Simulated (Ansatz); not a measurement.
# BrH₃Si (SMILES [SiH3]Br): what the fields show

```tsv
atom	x (Å)	y (Å)	z (Å)
Br	-1.5241	-1.9853	-1.5313
Si	-0.3413	-0.5018	-0.3800
H	-0.7226	0.8545	-0.8351
H	1.0957	-0.7501	-0.6355
H	-0.6499	-0.6726	1.0580
```

Geometry: PBE0-D4/def2-TZVP.

Method: Ansatz, isolated molecule in a Gaussian basis; Kohn-Sham density functional theory, functional PBE0.

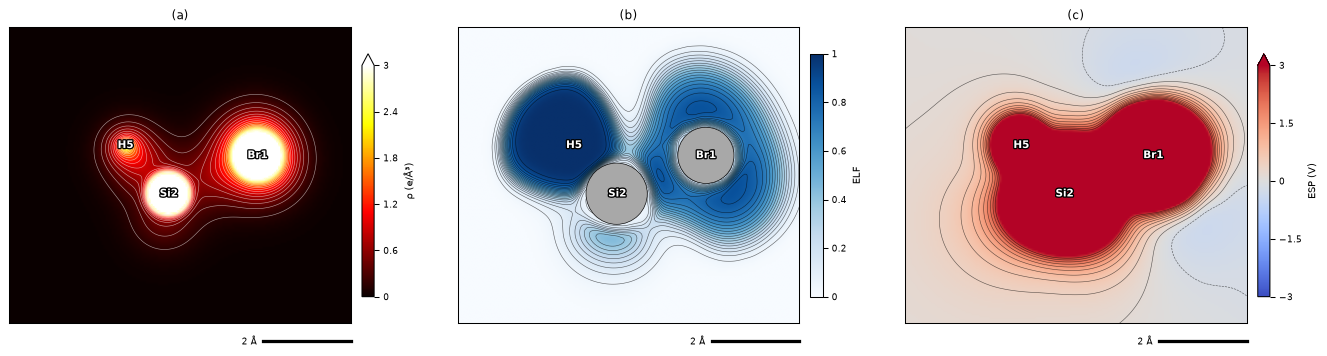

Figure 1. (a) total electron density; (b) ELF; (c) electrostatic potential on the plane of atoms Br1, Si2 and H5. Grey discs cover the atomic cores in the ELF map.

**What does the map show?**

- The plane passes through Br, Si and H nuclei.
- Si–Br (2.22 Å): ρ is about 0.78 e/Å³ halfway; the ELF peaks at about 0.85 between the atoms: a polar covalent bond.
- Si–H (1.48 Å): ρ at the midpoint is about 0.83 e/Å³; the ELF climbs to about 1 towards the hydrogen, as it does in any bond to H.
- The ELF also peaks beside Br1, away from the bonds: lone-pair regions.
- Outside the dense part of the molecule the potential is most negative (−0.4 V) near Br1.

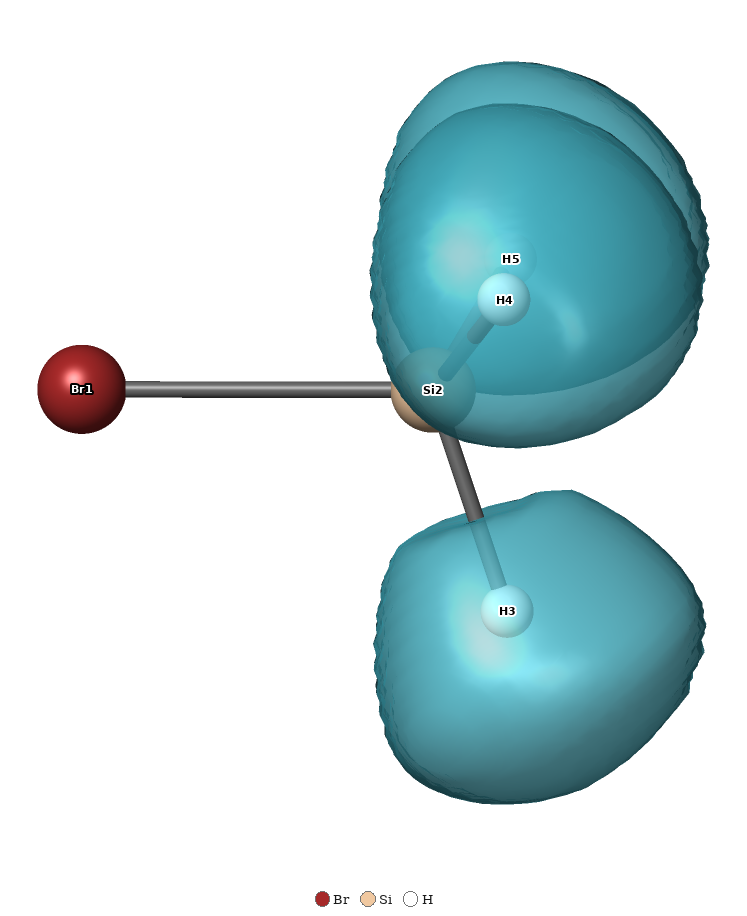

Figure 2. Isosurface of the ELF at 0.9 (cyan), seen across its widest extent. Only the valence region is drawn (cores and ρ < 0.01 e/Å³ removed).

**Describe the localisation domains.**

The surface consists of three regions around hydrogen nuclei.

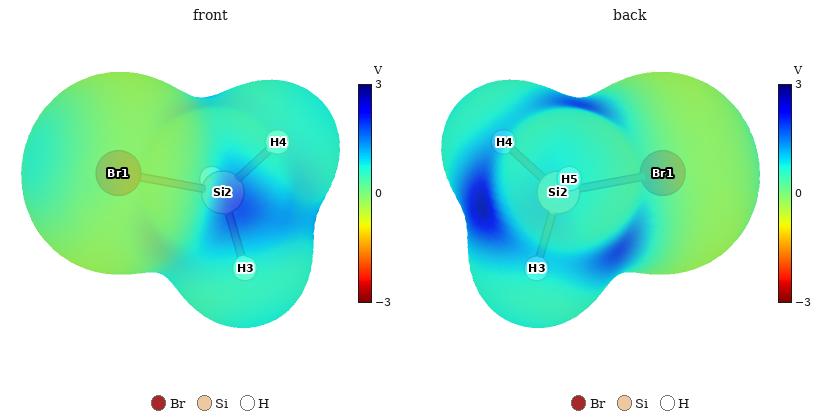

Figure 3. The electrostatic potential painted on the density surface at 0.004 e/bohr³, seen from the front and from behind; red is negative and blue positive.

**Where is the surface potential most negative and most positive?**

The most negative region (about −0.3 V) lies over Br1, the most positive (about +2.6 V, or +60 kcal/mol for a unit charge) over Si2. Br1 shows a σ-hole: about +0.7 V, or +16 kcal/mol for a unit charge at the tip opposite its bond, against about −0.2 V on its flanks.

**How polar is the molecule by this calculation?**

Its dipole moment is 1.30 D.
